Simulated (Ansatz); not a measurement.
A series of calculations on GaPNH7

Part 1: Relaxation

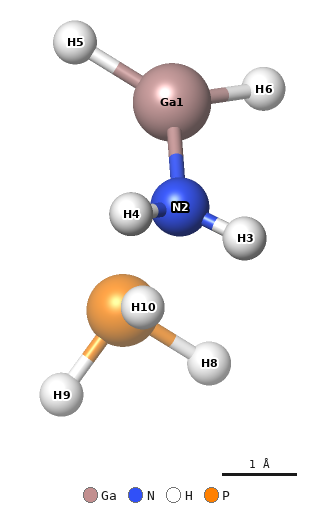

Starting structure of GaPNH$_{7}$. A ball-and-stick model, seen from a free direction.

The run prepares an end point of a later path (reaction) calculation, from a guessed geometry.

Computed with RKS PBE0/def2-SVP in Ansatz.

The input:
```yaml
crystal:
  periodic: [false, false, false]
  atoms:
    - { symbol: Ga, position_ang: [0.172931, -0.372545, 0.092072] }
    - { symbol: "N", position_ang: [0.041481, -0.40341, 1.977653] }
    - { symbol: H, position_ang: [-0.820398, -0.661456, 2.446653] }
    - { symbol: H, position_ang: [0.845447, -0.602075, 2.563068] }
    - { symbol: H, position_ang: [1.616726, -0.340291, -0.500484] }
    - { symbol: H, position_ang: [-1.190512, -0.349762, -0.671076] }
    - { symbol: P, position_ang: [-0.543091, 2.925333, 0.979423] }
    - { symbol: H, position_ang: [-1.923272, 3.126934, 1.281786] }
    - { symbol: H, position_ang: [-0.07877, 3.933011, 1.877034] }
    - { symbol: H, position_ang: [-0.373643, 1.824562, 1.870772] }
basis:
  gaussian: { orbitals: def2-SVP }
hamiltonian:
  xc: pbe0
relax:
  f_tol: 0.03
  max_steps: 50
```

Launched with:
```bash
ansatz run input.yaml --threads 2 --pin off --max-ram 3072MiB --backend cpu --events-out ev --progress --plain --runs-dir out
```

Where does the relaxation end?

The atom that moves furthest after the best rigid fit is H10 (1.22 Å). Largest moves by element: H 1.22 Å, N 0.50 Å, Ga 0.45 Å, P 0.40 Å. Some distances before and after: Ga1–P7 3.489 → 2.797 Å, Ga1–N2 1.890 → 1.830 Å, Ga1–H5 1.561 → 1.570 Å, P7–H10 1.427 → 1.421 Å. Among the angles between lasting bonds that change: H5–Ga1–H6 128.4° → 124.7°, Ga1–N2–H3 121.6° → 123.9°. The energy falls by 6.73 kcal/mol in 12 accepted moves (14 points after the start). The largest force component goes from 1.2 to 0.013 eV/Å. The line search rejected the trial steps at points 2, 6 of the run. Cost: 31 s on 2 threads of Arm Neoverse V2, with other jobs on the host, peak memory 0.21 GiB.

Step by step:

```tsv
step	E − E(0), kcal/mol	largest force component, eV/Å	note
0	0.00	1.1679	
1	-1.98	0.7118	
2	-1.57	1.2894	rejected
3	-2.57	0.2949	
4	-2.78	0.0916	
5	-2.94	0.2960	
6	-2.91	0.9565	rejected
7	-3.27	0.3805	
8	-3.71	0.3371	
9	-4.37	0.5583	
10	-4.97	0.7356	
11	-5.92	0.5854	
12	-6.35	0.2842	
13	-6.54	0.3339	
14	-6.73	0.0130
```

The structure at the end:

```xyz
10

Ga    0.0618   -0.0230    0.3498
N     0.0753   -0.9064    1.9529
H    -0.7191   -1.4090    2.3274
H     0.9115   -1.0817    2.4957
H     1.4600    0.4009   -0.2263
H    -1.2567   -0.1367   -0.4968
P    -0.5626    2.5740    1.1789
H    -1.8230    3.1581    0.8757
H     0.2213    3.7221    0.8759
H    -0.6216    2.7819    2.5837
```

After the run, drawn alike:

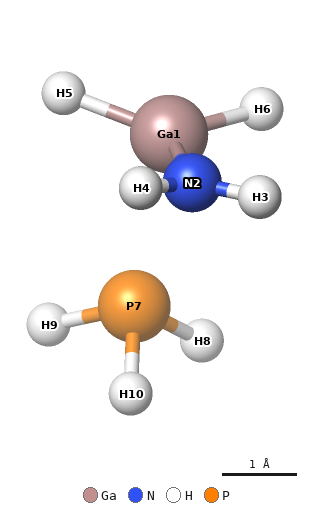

Limits of the set-up: the start holds two separate molecules, 2.3 Å apart at their closest, whose relative position is a soft coordinate and is computed without a dispersion correction.

Part 2: Relaxation

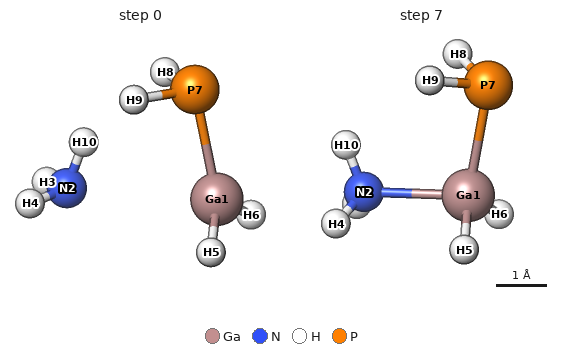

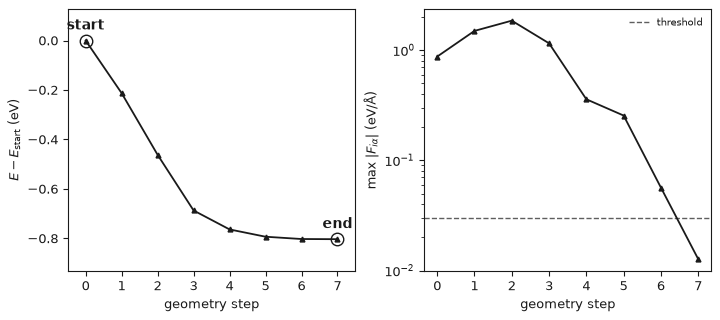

First and last geometry of a relaxation of GaPNH$_{7}$, with the history of the run. The picture is a ball-and-stick view, seen at a tilt.

The run prepares an end point of a later path (reaction) calculation, from a guessed geometry.

Method: RKS PBE0/def2-SVP in Ansatz 0.2.0.

Input file:
```yaml
crystal:
  periodic: [false, false, false]
  atoms:
    - { symbol: Ga, position_ang: [-0.062099, 0.606613, -0.485282] }
    - { symbol: "N", position_ang: [-0.167274, 0.044492, 2.573232] }
    - { symbol: H, position_ang: [-0.947479, -0.323908, 3.1163] }
    - { symbol: H, position_ang: [0.674826, -0.035829, 3.140194] }
    - { symbol: H, position_ang: [1.426738, 0.187186, -0.75142] }
    - { symbol: H, position_ang: [-1.287271, -0.207092, -1.034931] }
    - { symbol: P, position_ang: [-0.469228, 2.708178, 0.361167] }
    - { symbol: H, position_ang: [-1.582748, 2.358498, 1.183607] }
    - { symbol: H, position_ang: [0.500197, 2.687123, 1.408339] }
    - { symbol: H, position_ang: [-0.338764, 1.05504, 2.405693] }
basis:
  gaussian: { orbitals: def2-SVP }
hamiltonian:
  xc: pbe0
relax:
  f_tol: 0.03
  max_steps: 50
```

Run as
```bash
ansatz run input.yaml --threads 2 --pin off --max-ram 3072MiB --backend cpu --events-out ev --progress --plain --runs-dir out
```

### Did the run converge, and what did it change?

It converged. The energy falls by 0.803 eV in 7 geometry steps. Largest force component: 0.87 eV/Å at the start, 0.013 eV/Å at the end. The largest move after the best rigid fit is that of H3, 0.74 Å. By element the largest moves are H 0.74 Å, Ga 0.62 Å, N 0.34 Å, P 0.28 Å. Near-neighbour distances that change, for instance: Ga1–N2 3.112 → 2.167 Å, Ga1–P7 2.302 → 2.358 Å, N2–H10 1.039 → 1.020 Å, Ga1–H5 1.570 → 1.580 Å. New bonds form, among them: Ga1–N2 (3.11 → 2.17 Å). Among the angles between lasting bonds that change: H5–Ga1–H6 122.8° → 119.9°, H5–Ga1–P7 118.3° → 115.6°, H8–P7–H9 95.9° → 93.7°.

| step | E − E(0), eV | largest force component, eV/Å |
| --- | --- | --- |
| 0 | 0.0000 | 0.8746 |
| 1 | -0.2127 | 1.4962 |
| 2 | -0.4620 | 1.8526 |
| 3 | -0.6871 | 1.1544 |
| 4 | -0.7637 | 0.3584 |
| 5 | -0.7932 | 0.2550 |
| 6 | -0.8025 | 0.0566 |
| 7 | -0.8031 | 0.0127 |

Part 3: Path

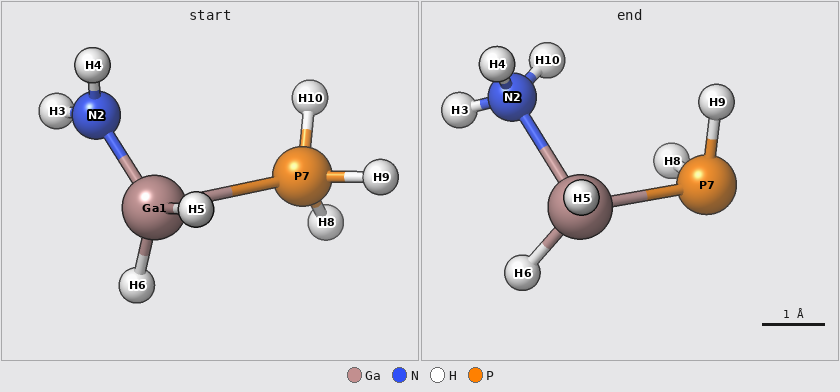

The two relaxed end points of a path for GaPNH₇, made up at the start of GaNH$_{4}$ and PH$_{3}$. Style: ball-and-stick. Shown at a tilt.

Method: RKS PBE0/def2-SVP in Ansatz 0.2.0.

Settings: 5 movable images; climbing image; force threshold 0.03 eV/Å; iteration limit 60.

Start:
```xyz
10

Ga    0.0670   -0.0114    0.3390
N     0.0837   -0.9138    1.9315
H    -0.7085   -1.4247    2.2994
H     0.9203   -1.0914    2.4728
H     1.4634    0.4261   -0.2309
H    -1.2504   -0.1216   -0.5099
P    -0.5707    2.5723    1.1985
H    -1.8339    3.1539    0.9012
H     0.2077    3.7278    0.9098
H    -0.6318    2.7632    2.6056
```

End:
```xyz
10

Ga   -0.0662    0.6069    0.1053
N    -0.1057   -0.0054    2.1834
H    -0.7937   -0.7395    2.3508
H     0.8024   -0.3520    2.4927
H     1.4403    0.2643   -0.2242
H    -1.2230   -0.3152   -0.4486
P    -0.5808    2.9038    0.2474
H    -1.7035    2.7396    1.1216
H     0.3282    3.1866    1.3174
H    -0.3512    0.7913    2.7711
```

**Predict the minimum-energy path and its barrier.**

The highest point, image 4, lies 13.7 kcal/mol above the start and 32.7 kcal/mol above the end; the end is at −18.9 kcal/mol relative to the start. A hydrogen atom shifts from one atom to another. Breaking: P7–H10 (1.42 → 1.59 at the top → 3.30 Å). Forming: N2–H10 (3.81 → 1.55 at the top → 1.02 Å). The band is converged. At the top, the vibrational analysis gives one imaginary mode (1033i cm⁻¹), as a transition state must have.

Energies of the converged images:

| image | path (Å) | E (kcal/mol) |
| --- | --- | --- |
| 0 | 0.00 | 0.0 |
| 1 | 0.96 | 0.1 |
| 2 | 1.93 | 0.0 |
| 3 | 2.89 | 2.0 |
| 4 | 3.85 | 13.7 |
| 5 | 4.64 | -4.8 |
| 6 | 5.43 | -18.9 |

The geometry at the top of the path:

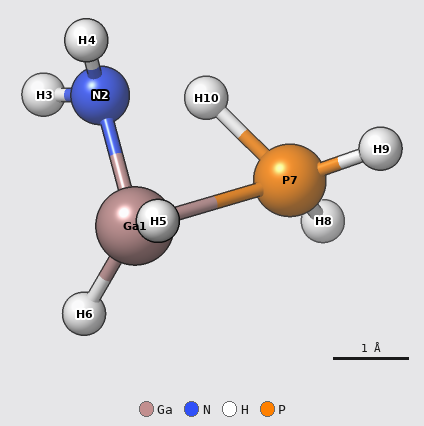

Cost: 4.2 min on 2 threads of Arm Neoverse V2, with other jobs on the host, peak memory 0.22 GiB.
